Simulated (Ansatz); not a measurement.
# C₃H₉FZr: basis-set convergence

How large a basis does C₃H₉FZr need? Two functionals are run in growing sets.

Program: Ansatz 0.2.0, Gaussian basis. Level of theory: one geometry, several basis sets. These are calculated values, not measurements.

Plan: PBE0-D4/def2-SVP; ωB97M-V/def2-SVP; PBE0-D4/def2-QZVPP; ωB97M-V/def2-QZVPP; the functionals' def2-TZVPP values are taken from earlier runs.

**1. The relaxed structure**

The geometry comes from an earlier relaxation with PBE0-D4 in a triple-zeta def2 set; it is a stationary point, not always the lowest conformer. Zr takes the def2 core potential; no spin-orbit term is included.

SMILES `[CH3][Zr]([CH3])([CH3])[F]`, 14 atoms, charge 0, spin multiplicity 1.

Atoms are counted from 1 here; the program's logs count them from 0.

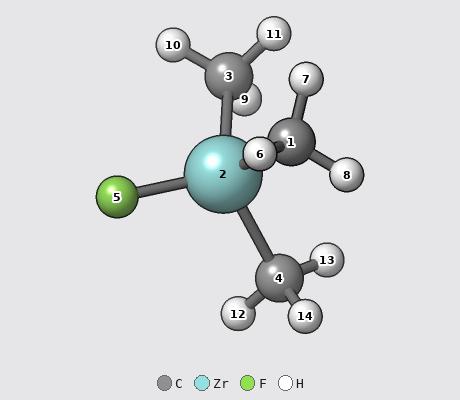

The geometry (carbon grey, zirconium light teal, fluorine green, hydrogen white); atoms are numbered from 1 in the order of the file.

Geometry (Å):

```mol
C3H9FZr
  3D, bonds by distance, orders not assigned

 14 13  0  0  0  0  0  0  0  0999 V2000
   -1.8237    0.5855    0.8197 C   0  0
   -0.1507    0.1947   -0.5763 Zr  0  0
    1.6501    1.2642    0.1415 C   0  0
    0.2797   -1.9780   -0.5430 C   0  0
   -0.6022    0.7521   -2.3401 F   0  0
   -2.7529    0.8578    0.3077 H   0  0
   -1.5727    1.4008    1.5101 H   0  0
   -2.0266   -0.3075    1.4256 H   0  0
    2.5125    0.5847    0.1534 H   0  0
    1.9136    2.1227   -0.4857 H   0  0
    1.5062    1.6306    1.1659 H   0  0
    0.7366   -2.3323   -1.4737 H   0  0
    0.9682   -2.2178    0.2778 H   0  0
   -0.6380   -2.5576   -0.3826 H   0  0
  1  2  8  0
  2  3  8  0
  2  4  8  0
  2  5  8  0
  1  6  8  0
  1  7  8  0
  1  8  8  0
  3  9  8  0
  3 10  8  0
  3 11  8  0
  4 12  8  0
  4 13  8  0
  4 14  8  0
M  END
```

**2. PBE0-D4 in def2-SVP**

The input, in.yaml:

```yaml
crystal:
  periodic: [false, false, false]
  atoms:
    - {symbol: C, position_ang: [-1.823707, 0.585517, 0.819719]}
    - {symbol: Zr, position_ang: [-0.150705, 0.194671, -0.576349]}
    - {symbol: C, position_ang: [1.650079, 1.264166, 0.141462]}
    - {symbol: C, position_ang: [0.279702, -1.977995, -0.542996]}
    - {symbol: F, position_ang: [-0.602175, 0.752101, -2.340140]}
    - {symbol: H, position_ang: [-2.752918, 0.857846, 0.307662]}
    - {symbol: H, position_ang: [-1.572673, 1.400834, 1.510062]}
    - {symbol: H, position_ang: [-2.026600, -0.307500, 1.425592]}
    - {symbol: H, position_ang: [2.512466, 0.584733, 0.153382]}
    - {symbol: H, position_ang: [1.913622, 2.122686, -0.485723]}
    - {symbol: H, position_ang: [1.506156, 1.630646, 1.165897]}
    - {symbol: H, position_ang: [0.736553, -2.332296, -1.473720]}
    - {symbol: H, position_ang: [0.968246, -2.217843, 0.277786]}
    - {symbol: H, position_ang: [-0.638045, -2.557586, -0.382643]}
basis:
  gaussian: {orbitals: def2-SVP}
hamiltonian: {xc: pbe0, dispersion: d4}
output: {orbitals: {seedname: orbitals}}
```

Run with:

```
$ ansatz run in.yaml --threads 4 --pin off --events-out ev --progress --plain --max-ram 11315MiB
```

Standard output:

```text
Functional definition: PBE0
  name "PBE0"
  cite "Adamo & Barone, J. Chem. Phys. 110, 6158 (1999) doi:10.1063/1.478522"
  cite "Perdew, Burke & Ernzerhof, Phys. Rev. Lett. 77, 3865 (1996) doi:10.1103/PhysRevLett.77.3865"
  parent pbe
  parameter a = 0.25
  parameter kappa = 0.804
  parameter beta = 0.06672455060314922
  exchange = (1 - a)*pbe_x(kappa = kappa, mu = beta*pi^2/3) + a*exact_x
  correlation = pbe_c(beta = beta)
1497 factors; their error is unknown
mean field evaluation 1: about -7229.5306 eV, gradient 8.3e1 eV
mean field evaluation 2: about -7207.1245 eV, gradient 1.3e2 eV
mean field evaluation 4: about -7245.6169 eV, gradient 7.4e0 eV
mean field evaluation 8: about -7245.7154 eV, gradient 2.6e-1 eV
mean field evaluation 16: about -7245.7336 eV, gradient 5.6e-5 eV
mean field -7245.73359436 eV, -266.2757982582 hartree, gradient 5.6e-5 eV, S^2 0.000000; 0 other end points of the search recorded, 0 dependent functions left out
reference -7245.73365541 eV, -266.2758005015 hartree; 24, 24 occupied and 108, 108 virtual orbitals, 1497 factors
Total energy: -7245.95413851 eV, -266.2839031061 hartree
```

Run time: 2.7 s. Hardware: 4 threads of AMD EPYC, shared host.

**3. ωB97M-V in def2-SVP**

in.yaml: that of step 2 with these lines changed.

```diff
@@ -19,3 +19,3 @@
   gaussian: {orbitals: def2-SVP}
-hamiltonian: {xc: pbe0, dispersion: d4}
+hamiltonian: {xc: {name: wB97M-V}}
 output: {orbitals: {seedname: orbitals}}
```

Same command.

Standard output, cut to the lines that bear on the results:

```text
Functional definition: wB97M-V
  name "wB97M-V"
  cite "Mardirossian & Head-Gordon, J. Chem. Phys. 144, 214110 (2016) doi:10.1063/1.4952647"
  cite "Becke, J. Chem. Phys. 107, 8554 (1997) doi:10.1063/1.475007"
  cite "Vydrov & Van Voorhis, J. Chem. Phys. 133, 244103 (2010) doi:10.1063/1.3521275"
  # Of w^i u^j: cxij and so on, Table III.
[...]
  gx(w, u) = 1 - cx + cx01*u + cx10*w
  gss(w, u) = css00 + css04*u^4 + css10*w + css20*w^2 + css43*w^4*u^3
  gos(w, u) = cos00 + cos10*w + (cos20 + cos21*u)*w^2 + (cos60 + cos61*u)*w^6
[...]
      + integral(e_c_pw_mod_opposite_spin*gos(b97_w_opposite, b97_u_opposite)) + vv10(b, c)
1451 factors; their error is unknown
380 factors; integrals over basis functions are off by at most 7.5e-6 eV
[...]
mean field -7247.23219357 eV, -266.3308707634 hartree, gradient 3.0e-5 eV, S^2 0.000000; 0 other end points of the search recorded, 0 dependent functions left out
reference -7247.23229341 eV, -266.3308744324 hartree; 24, 24 occupied and 108, 108 virtual orbitals, 1451 factors
Total energy: -7247.23229341 eV, -266.3308744324 hartree
```

It took 9 s on 4 threads of AMD EPYC, shared host.

**4. PBE0-D4 in def2-QZVPP**

in.yaml: that of step 3 with these lines changed.

```diff
@@ -18,4 +18,4 @@
 basis:
-  gaussian: {orbitals: def2-SVP}
-hamiltonian: {xc: {name: wB97M-V}}
+  gaussian: {orbitals: "def2-QZVPP.json"}
+hamiltonian: {xc: pbe0, dispersion: d4}
 output: {orbitals: {seedname: orbitals}}
```

Launched as before.

Standard output:

```text
Functional definition: PBE0
  name "PBE0"
  cite "Adamo & Barone, J. Chem. Phys. 110, 6158 (1999) doi:10.1063/1.478522"
  cite "Perdew, Burke & Ernzerhof, Phys. Rev. Lett. 77, 3865 (1996) doi:10.1103/PhysRevLett.77.3865"
  parent pbe
  parameter a = 0.25
  parameter kappa = 0.804
  parameter beta = 0.06672455060314922
  exchange = (1 - a)*pbe_x(kappa = kappa, mu = beta*pi^2/3) + a*exact_x
  correlation = pbe_c(beta = beta)
1716 factors; their error is unknown
mean field evaluation 1: about -7232.1041 eV, gradient 1.0e2 eV
mean field evaluation 2: about -7202.9759 eV, gradient 1.5e2 eV
mean field evaluation 4: about -7253.2984 eV, gradient 1.1e1 eV
mean field evaluation 8: about -7253.5071 eV, gradient 1.5e-1 eV
mean field evaluation 16: about -7253.5130 eV, gradient 1.8e-4 eV
mean field -7253.51297806 eV, -266.5616853361 hartree, gradient 3.4e-5 eV, S^2 0.000000; 0 other end points of the search recorded, 0 dependent functions left out
reference -7253.51302842 eV, -266.5616871868 hartree; 24, 24 occupied and 555, 555 virtual orbitals, 1716 factors
Total energy: -7253.73351152 eV, -266.5697897913 hartree
```

It took 20 s on 4 threads of AMD EPYC, shared host; peak memory 2.2 GiB.

**5. ωB97M-V in def2-QZVPP**

in.yaml: that of step 4 with these lines changed.

```diff
@@ -19,3 +19,3 @@
   gaussian: {orbitals: "def2-QZVPP.json"}
-hamiltonian: {xc: pbe0, dispersion: d4}
+hamiltonian: {xc: {name: wB97M-V}}
 output: {orbitals: {seedname: orbitals}}
```

Launched as before.

Standard output, cut to the lines that bear on the results:

```text
Functional definition: wB97M-V
  name "wB97M-V"
  cite "Mardirossian & Head-Gordon, J. Chem. Phys. 144, 214110 (2016) doi:10.1063/1.4952647"
  cite "Becke, J. Chem. Phys. 107, 8554 (1997) doi:10.1063/1.475007"
  cite "Vydrov & Van Voorhis, J. Chem. Phys. 133, 244103 (2010) doi:10.1063/1.3521275"
  # Of w^i u^j: cxij and so on, Table III.
[...]
  gx(w, u) = 1 - cx + cx01*u + cx10*w
  gss(w, u) = css00 + css04*u^4 + css10*w + css20*w^2 + css43*w^4*u^3
  gos(w, u) = cos00 + cos10*w + (cos20 + cos21*u)*w^2 + (cos60 + cos61*u)*w^6
[...]
      + integral(e_c_pw_mod_opposite_spin*gos(b97_w_opposite, b97_u_opposite)) + vv10(b, c)
1672 factors; their error is unknown
487 factors; integrals over basis functions are off by at most 1.6e-5 eV
[...]
mean field -7255.36271652 eV, -266.6296619708 hartree, gradient 5.2e-5 eV, S^2 0.000000; 0 other end points of the search recorded, 0 dependent functions left out
reference -7255.36279983 eV, -266.6296650321 hartree; 24, 24 occupied and 555, 555 virtual orbitals, 1672 factors
Total energy: -7255.36279983 eV, -266.6296650321 hartree
```

Run time: 37 s. Hardware: 4 threads of AMD EPYC, shared host; peak memory 2.7 GiB.

**6. Density functionals: the series**

The def2-TZVPP values come from earlier runs at the same geometry.

```csv
functional,basis,functions,energy (eV),from the largest (eV),HOMO (eV),LUMO (eV)
PBE0-D4,def2-SVP,132,-7245.9541,7.779,-7.60,-0.85
PBE0-D4,def2-TZVPP,306,-7253.3014,0.432,-7.64,-0.92
PBE0-D4,def2-QZVPP,579,-7253.7335,0.000,-7.65,-0.93
ωB97M-V,def2-SVP,132,-7247.2323,8.131,-9.91,0.99
ωB97M-V,def2-TZVPP,306,-7254.9475,0.415,-9.96,0.80
ωB97M-V,def2-QZVPP,579,-7255.3628,0.000,-9.96,0.57
```

**7. Results**

```
                                       quantity          value
PBE0-D4: double and triple zeta above quadruple  7.78, 0.43 eV
ωB97M-V: double and triple zeta above quadruple  8.13, 0.42 eV
```

What this shows: PBE0-D4 gains 7.35 eV from double to triple zeta, then 0.43 eV more. These are total energies; as a rule much of such shifts cancels in differences, which this series doesn't test.

For PBE0-D4 the largest set took about 7 times as long as the smallest (20 s against 2.7 s).
